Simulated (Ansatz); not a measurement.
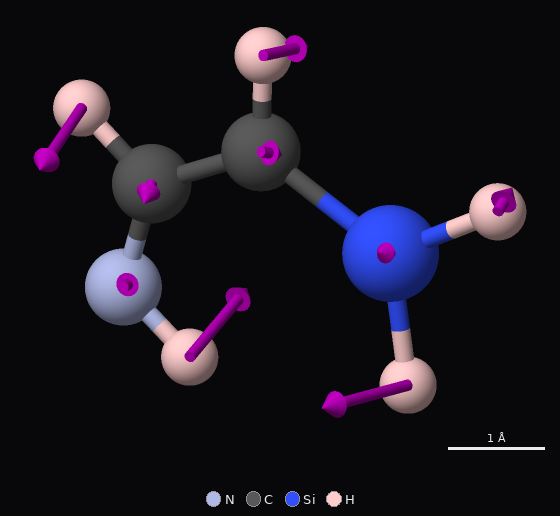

This is a relaxation of C$_{2}$H$_{5}$NSi. The starting structure is drawn; purple arrows show the displacements, magnified 3 times. The two geometries are superimposed by the best rigid fit.

A ball-and-stick model, seen at a tilt.

Computed with RKS PBE0-D4/def2-TZVP in Ansatz. Settings: force threshold 0.005 eV/Å; at most 200 steps.

> Which element moves most?

Hydrogen: up to 0.51 Å, against 0.11 Å for carbon.

> Describe the change and its energy.

The atom that moves furthest after the best rigid fit is an H atom (0.51 Å). By element the largest moves are H 0.51 Å, C 0.11 Å, N 0.10 Å, Si 0.08 Å. Among the contacts that change: C–Si 1.772 → 1.714 Å, C–C 1.434 → 1.456 Å, H–Si 1.457 → 1.476 Å, C–H 1.088 → 1.095 Å. Bond angles that change, for instance: H–Si–H 110.4° → 115.6°, C–Si–H 127.4° → 123.1°, C–N–H 113.8° → 110.5°. Groups turn about C–C by about 30°. The energy falls by 9.83 kJ/mol in 21 accepted moves (25 points after the start). Largest force component: 1.7 eV/Å at the start, 0.0027 eV/Å at the end. The line search rejected the trial steps at points 12, 13, 18, 20 of the run. The forces were under the threshold at step 8, but the run went on from there. Cost: 90 s on 2 threads of Arm Neoverse V2 (shared host).
